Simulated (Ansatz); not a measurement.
CH$_{7}$BFOP: several calculations on one system

## 1. Relaxation

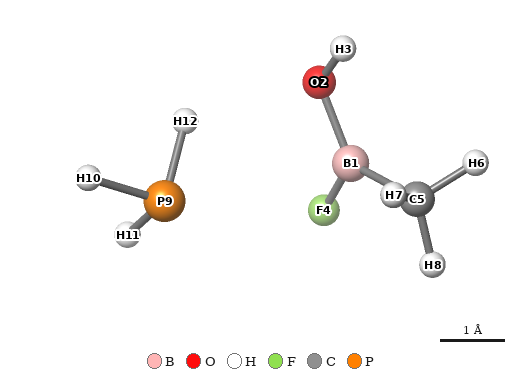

This is the input geometry for a relaxation of CH₇BFOP. The picture is a ball-and-stick view, seen at a tilt.

The run prepares an end point of a later path (reaction) calculation, from a guessed geometry.

The calculation used RHF/6-31G* (Ansatz 0.2.0).

The input:
```yaml
crystal:
  periodic: [false, false, false]
  atoms:
    - { symbol: B, position_ang: [-0.260952, -0.2495, -0.041275] }
    - { symbol: O, position_ang: [-0.170284, -0.48942, 1.309703] }
    - { symbol: H, position_ang: [-0.998935, -0.70507, 1.714057] }
    - { symbol: F, position_ang: [0.890932, -0.05092, -0.657943] }
    - { symbol: C, position_ang: [-1.618308, -0.265524, -0.846353] }
    - { symbol: H, position_ang: [-2.094418, -1.24255, -0.784322] }
    - { symbol: H, position_ang: [-2.324409, 0.455332, -0.443754] }
    - { symbol: H, position_ang: [-1.465778, -0.035055, -1.893694] }
    - { symbol: P, position_ang: [0.488772, 2.613783, 0.957383] }
    - { symbol: H, position_ang: [0.505948, 3.615966, 1.940894] }
    - { symbol: H, position_ang: [1.827555, 2.76122, 0.57278] }
    - { symbol: H, position_ang: [0.670277, 1.510138, 1.815824] }
basis:
  gaussian: { orbitals: "6-31G*" }
hamiltonian:
  xc: hf
relax:
  f_tol: 0.03
  max_steps: 50
```

Launched with:
```bash
ansatz run input.yaml --threads 1 --pin off --max-ram 2048MiB --backend cpu --events-out ev --progress --plain --runs-dir out
```

Question: What does the optimiser find from here?

Answer: The largest move after the best rigid fit is that of H3, 1.39 Å. Largest moves by element: H 1.39 Å, O 1.11 Å, P 0.61 Å, F 0.61 Å, B 0.46 Å, C 0.04 Å. Some distances before and after: B1–O2 1.375 → 1.346 Å, P9–H12 1.410 → 1.401 Å, B1–F4 1.322 → 1.326 Å, C5–H8 1.083 → 1.087 Å. Bond angles that change, for instance: B1–C5–H6 110.9° → 114.0°, F4–B1–C5 120.9° → 118.8°. Groups turn about B1–C5 by about 55°. Over 28 accepted moves (32 points after the start) the energy falls by 0.280 eV. The largest force component goes from 1 to 0.016 eV/Å. The line search rejected the trial steps at points 6, 16, 19, 29 of the run. The forces were under the threshold at step 27, but the run went on from there. Cost: 90 s on 1 thread of Arm Neoverse V2, on a shared host, peak memory 0.18 GiB.

The structure at the end:

```xyz
12

B    -0.4351   -0.6489    0.0969
O    -0.4724   -1.5359    1.1084
H    -1.3090   -1.9623    1.2162
F     0.7245   -0.0283   -0.0754
C    -1.6367   -0.2983   -0.8669
H    -2.5115   -0.9275   -0.7299
H    -1.9416    0.7346   -0.7107
H    -1.3252   -0.3745   -1.9058
P     0.5731    3.0740    1.3460
H     0.9028    4.3270    1.8856
H     1.3614    3.2065    0.1953
H     1.5202    2.3520    2.0836
```

The end point in the same view:

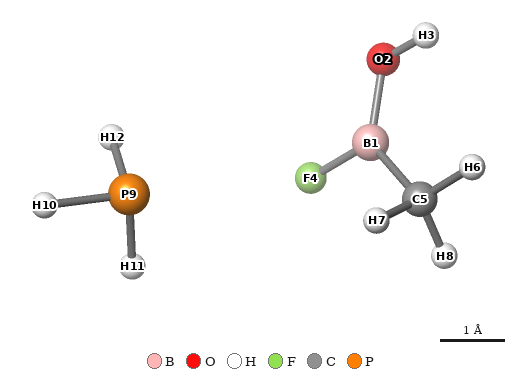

Limits of the set-up: the start holds two separate molecules, 2.2 Å apart at their closest, whose relative position is a soft coordinate and is computed without a dispersion correction; Hartree-Fock leaves out electron correlation.

## 2. Relaxation

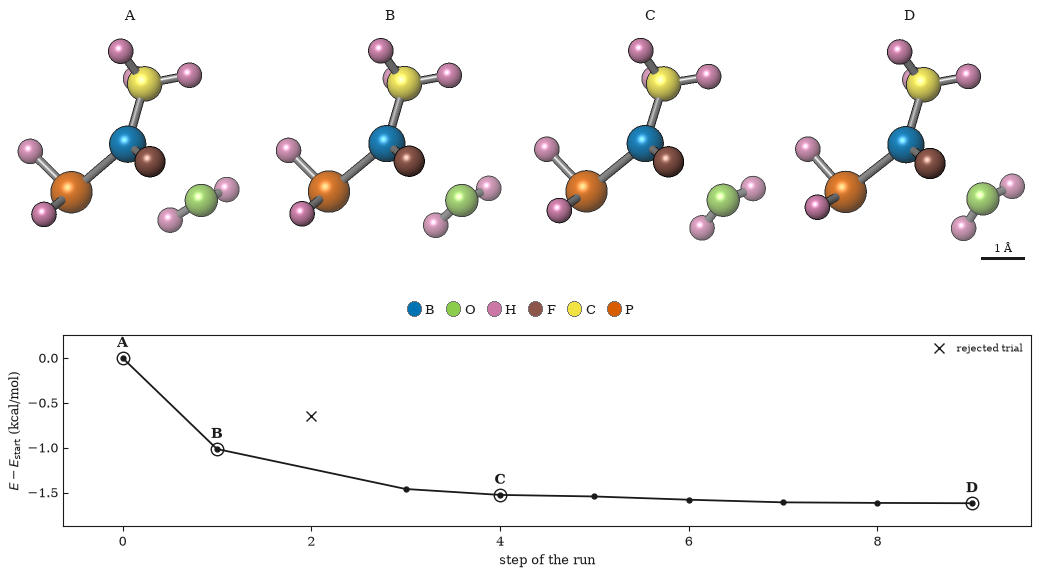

Frames of a relaxation of CH7BFOP, marked on the history of the run. Style: ball-and-stick. Shown at a tilt.

The run prepares an end point of a later path (reaction) calculation, from a guessed geometry.

The calculation used RHF/6-31G* in Ansatz. Settings: no spin polarisation; force threshold 0.03 eV/Å; at most 50 steps.

Describe the path.

Answer. After 8 accepted moves (9 points after the start) the energy has fallen by 1.62 kcal/mol. Largest force component: 1.2 eV/Å at the start, 0.021 eV/Å at the end. The line search rejected the trial step at point 2 of the run. The largest move after the best rigid fit is that of an H atom, 0.40 Å. Largest moves by element: H 0.40 Å, P 0.16 Å, O 0.13 Å, F 0.05 Å, B 0.05 Å, C 0.03 Å. Near-neighbour distances that change, for instance: B–P 1.929 → 1.955 Å, H–O 0.971 → 0.949 Å. From step 0 to 1: an H atom moves most (0.20 Å), energy −1.02 kcal/mol. From step 1 to 4: an H atom moves most (0.18 Å), energy −0.51 kcal/mol. From step 4 to 9: an H atom moves most (0.10 Å), energy −0.09 kcal/mol.

```tsv
step	E − E(0), kcal/mol	largest force component, eV/Å	note
0	0.00	1.2142	
1	-1.02	0.9363	
2	-0.65	0.6416	rejected
3	-1.46	0.3436	
4	-1.53	0.2896	
5	-1.54	0.1330	
6	-1.58	0.1346	
7	-1.61	0.0763	
8	-1.62	0.0355	
9	-1.62	0.0215
```

Limits of the set-up: the start holds two separate molecules, 2.6 Å apart at their closest, whose relative position is a soft coordinate and is computed without a dispersion correction; Hartree-Fock leaves out electron correlation.

## 3. Path

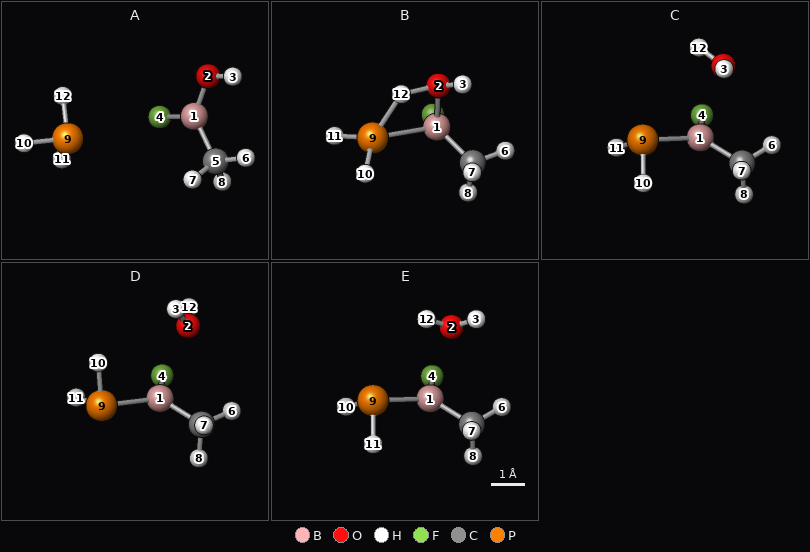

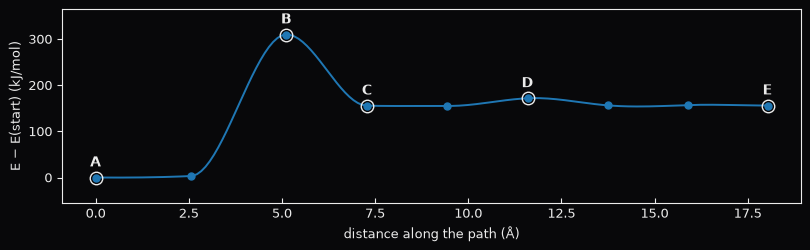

A nudged-elastic-band calculation for CH7BFOP, made up at the start of CH4BFO and PH3. Images are numbered from 0 (start) to 8 (end). Frames A to E are images 0, 2, 3, 5, 8. Style: ball-and-stick. Shown at a tilt.

Level of theory: RHF/6-31G* in Ansatz 0.2.0. Set-up: 7 movable images; climbing image; force threshold 0.05 eV/Å; iteration limit 60; starting path through a guess of the saddle point.

Question: What happens along the path, and what is the barrier?

Answer: The path has more than one stage, and so few images may leave a stage unresolved. Breaking: B1–O2 (1.35 → 1.54 at the top → 2.71 Å), P9–H12 (1.40 → 1.68 at the top → 3.17 Å). Forming: B1–P9 (4.05 → 2.16 at the top → 1.95 Å), O2–H12 (4.48 → 1.26 at the top → 0.95 Å). The highest point, image 2, lies 309.9 kJ/mol above the start and 153.9 kJ/mol above the end; the end is at +156.0 kJ/mol relative to the start. The band converged in 54 iterations. The largest component of the band force went from 31 to 0.039 eV/Å. The climbing image converged on the top of the path. Its vibrational analysis gives one imaginary mode (1934i cm⁻¹), as a transition state must have.

Limits of the set-up: the start holds two separate molecules, 3.3 Å apart at their closest, whose relative position is a soft coordinate and is computed without a dispersion correction; Hartree-Fock leaves out electron correlation.
